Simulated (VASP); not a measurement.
Band structure of Sn (beta). These are optB86b-vdW, VASP's PBE PAW potentials (set 64) (plane waves; VASP) values and carry that method's errors.

Unless said otherwise, spin-orbit coupling is left out, though it shifts the bands of the heavy elements here.

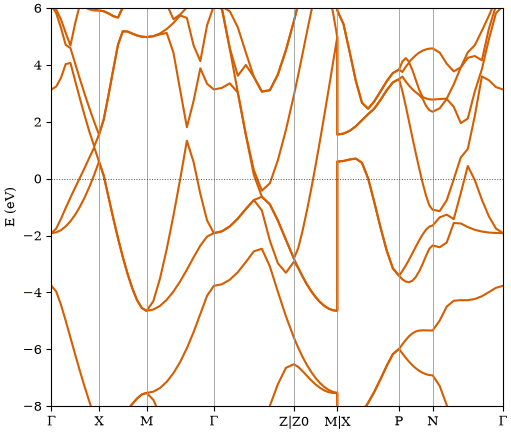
Bands along high-symmetry lines, zero at the valence-band maximum or, without a gap, the Fermi level

**Question.** Read the plot: is there a gap, and where are the band edges?

**Answer.** It has no gap at this level: it comes out as a metal or semimetal. (Edges off the drawn lines would not show.)

The compound is Sn in the beta structure. It was relaxed first.
